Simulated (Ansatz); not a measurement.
# doublet AlH2Br+: levels of theory compared

Aim: a comparison of 6 runs (UHF/STO-3G, UB3LYP/STO-3G, UCAM-B3LYP/STO-3G, UHSE06/STO-3G, UPBE/STO-3G, UPBE0/STO-3G) of doublet AlH2Br+. 

The results are computed with Ansatz 0.2.0.

58 further runs of the same task are left out: 7 that didn't finish, 51 set aside as unsound or not needed.

## (1) The molecule

AlH2Br+ has 4 atoms, charge +1, and is taken as a doublet. SMILES of the parent species: `[AlH2][Br]`. The shape is that of a PBE0-D4/def2-TZVP optimisation. That shape belongs to the parent species and isn't relaxed for this state.

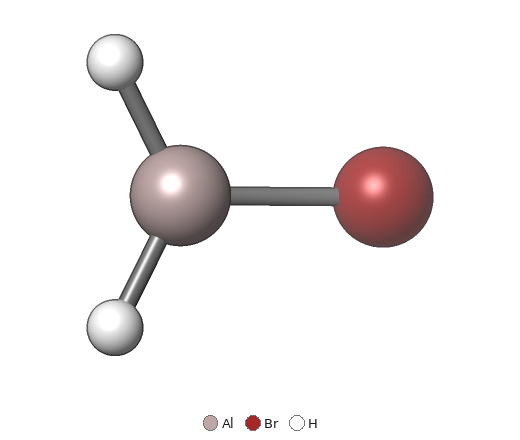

The structure, seen from a chosen angle (aluminium light grey, bromine red, hydrogen white).

## (2) A single-point energy at UHF/STO-3G (run 1)

The input, input.yaml:

```yaml
crystal:
  periodic: [false, false, false]
  atoms:
    - {symbol: Al, position_ang: [-0.148300, -0.064700, -0.110300]}
    - {symbol: Br, position_ang: [1.684900, 0.496600, 1.079700]}
    - {symbol: H, position_ang: [-0.561600, -1.584800, -0.139200]}
    - {symbol: H, position_ang: [-0.919700, 1.092700, -0.850400]}
basis:
  gaussian:
    orbitals: STO-3G
total_charge: 1
magnetization:
  spin_polarized: true
  initial_magnetization: 1
hamiltonian:
  xc: hf
accuracy: high
```

The run is started by

```console
ansatz run input.yaml --threads 1 --pin off --max-ram 2610MiB --events-out events.jsonl --progress --plain --runs-dir runs
```

What it wrote:

```text
Warning: RAYON_NUM_THREADS=1 ignored (pool sized by the plan → 1); use --threads N
Functional definition: HF
  name "HF"
  exchange = exact_x
  correlation = 0
413 factors; integrals over basis functions are off by at most 1.5e-8 eV
mean field evaluation 1: about -75768.8746 eV, gradient 1.4e1 eV
mean field evaluation 2: about -75768.8879 eV, gradient 1.4e1 eV
mean field evaluation 4: about -75772.9481 eV, gradient 2.9e0 eV
mean field evaluation 8: about -75773.9337 eV, gradient 2.5e-1 eV
mean field evaluation 16: about -75773.7946 eV, gradient 4.9e-1 eV
mean field evaluation 32: about -75773.8415 eV, gradient 2.6e-1 eV
mean field evaluation 64: about -75773.2931 eV, gradient 2.6e0 eV
mean field -75773.93362330 eV, -2784.6406992393 hartree, gradient 9.9e-8 eV, S^2 0.751784; 2 other end points of the search recorded, 0 dependent functions left out
reference -75773.93362330 eV, -2784.6406992393 hartree; 25, 24 occupied and 4, 5 virtual orbitals, 413 factors
Total energy: -75773.93362330 eV, -2784.6406992393 hartree
```

Run time: 0.48 s. Hardware: 1 thread of Arm Neoverse V1, shared host.

## (3) A single-point energy at UB3LYP/STO-3G (run 2)

The input, molecule.yaml:

```yaml
crystal:
  periodic: [false, false, false]
  atoms:
    - {symbol: Al, position_ang: [-0.148300, -0.064700, -0.110300]}
    - {symbol: Br, position_ang: [1.684900, 0.496600, 1.079700]}
    - {symbol: H, position_ang: [-0.561600, -1.584800, -0.139200]}
    - {symbol: H, position_ang: [-0.919700, 1.092700, -0.850400]}
basis:
  gaussian: {orbitals: STO-3G}
hamiltonian: {xc: {name: B3LYP}}
total_charge: 1
accuracy: high
magnetization: {spin_polarized: true, initial_magnetization: 1}
```

The run is started by

```console
ansatz run molecule.yaml --threads 1 --pin off --max-ram 2610MiB --events-out events.jsonl --progress --plain --runs-dir runs
```

What it wrote:

```text
Warning: RAYON_NUM_THREADS=1 ignored (pool sized by the plan → 1); use --threads N
Functional definition: B3LYP
  name "B3LYP"
  parameter a0 = 0.2
  parameter ax = 0.72
  parameter ac = 0.81
  exchange = (1 - a0 - ax)*slater_x + ax*b88_x + a0*exact_x
  correlation = (1 - ac)*vwn_rpa_c + ac*lyp_c
413 factors; integrals over basis functions are off by at most 1.5e-8 eV
mean field evaluation 1: about -75818.6681 eV, gradient 1.7e1 eV
mean field evaluation 2: about -75796.4091 eV, gradient 5.6e1 eV
mean field evaluation 4: about -75823.4746 eV, gradient 2.9e0 eV
mean field evaluation 8: about -75823.5221 eV, gradient 2.0e-1 eV
mean field evaluation 16: about -75823.5227 eV, gradient 2.1e-6 eV
mean field -75823.52270101 eV, -2786.4630642325 hartree, gradient 5.6e-8 eV, S^2 0.753373; 2 other end points of the search recorded, 0 dependent functions left out
reference -75823.52272701 eV, -2786.4630651879 hartree; 25, 24 occupied and 4, 5 virtual orbitals, 413 factors
Total energy: -75823.52272701 eV, -2786.4630651879 hartree
```

Run time: 2.8 s. Hardware: 1 thread of Arm Neoverse V1, shared host; peak memory 0.14 GiB.

Runs 3 to 5 aren't shown in full; the table further down has their settings and results.

## (4) A single-point energy at UPBE0/STO-3G (run 6)

The input, job.yaml:

```yaml
crystal:
  periodic: [false, false, false]
  atoms:
    - symbol: Al
      position_ang: [-0.148300, -0.064700, -0.110300]
    - symbol: Br
      position_ang: [1.684900, 0.496600, 1.079700]
    - symbol: H
      position_ang: [-0.561600, -1.584800, -0.139200]
    - symbol: H
      position_ang: [-0.919700, 1.092700, -0.850400]
basis:
  gaussian:
    orbitals: STO-3G
total_charge: 1
magnetization:
  spin_polarized: true
  initial_magnetization: 1
hamiltonian:
  xc: pbe0
accuracy: high
```

The run is started by

```console
ansatz run job.yaml --threads 1 --pin off --max-ram 2610MiB --events-out events.jsonl --progress --plain --runs-dir runs
```

What it wrote:

```text
Warning: RAYON_NUM_THREADS=1 ignored (pool sized by the plan → 1); use --threads N
Functional definition: PBE0
  name "PBE0"
  parameter a = 0.25
  parameter kappa = 0.804
  parameter beta = 0.06672455060314922
  exchange = (1 - a)*pbe_x(kappa = kappa, mu = beta*pi^2/3) + a*exact_x
  correlation = pbe_c(beta = beta)
413 factors; integrals over basis functions are off by at most 1.5e-8 eV
mean field evaluation 1: about -75809.8263 eV, gradient 1.6e1 eV
mean field evaluation 2: about -75795.2972 eV, gradient 4.7e1 eV
mean field evaluation 4: about -75814.4634 eV, gradient 2.7e0 eV
mean field evaluation 8: about -75814.5059 eV, gradient 1.1e-1 eV
mean field evaluation 16: about -75814.5061 eV, gradient 4.5e-6 eV
mean field -75814.50605856 eV, -2786.1317087341 hartree, gradient 2.9e-8 eV, S^2 0.753436; 2 other end points of the search recorded, 0 dependent functions left out
reference -75814.50605982 eV, -2786.1317087806 hartree; 25, 24 occupied and 4, 5 virtual orbitals, 413 factors
Total energy: -75814.50605982 eV, -2786.1317087806 hartree
```

It took 2.7 s on 1 thread of Arm Neoverse V1, shared host; peak memory 0.14 GiB.

## (5) All runs side by side

| run | level | energy (Eh) | ⟨S²⟩ | wall time |
| --- | --- | --- | --- | --- |
| 1 | UHF/STO-3G | -2784.640699 | 0.752 | 0.48 s |
| 2 | UB3LYP/STO-3G | -2786.463065 | 0.753 | 2.8 s |
| 3 | UCAM-B3LYP/STO-3G | -2786.510405 | 0.753 | 3.6 s |
| 4 | UHSE06/STO-3G | -2786.126857 | 0.753 | 3 s |
| 5 | UPBE/STO-3G | -2785.878958 | 0.752 | 2.7 s |
| 6 | UPBE0/STO-3G | -2786.131709 | 0.753 | 2.7 s |

## (6) What came out

| quantity | value |
| --- | --- |
| run 6: total energy | -2786.13171 Eh |
| run 6: ⟨S²⟩ | 0.753 |

What this shows: Totals of different functionals can't be ranked against each other. In runs 1, 2, 3, 4, 5, 6 the basis is minimal, so the values are rough. All runs together took 15 s, the longest 3.6 s.
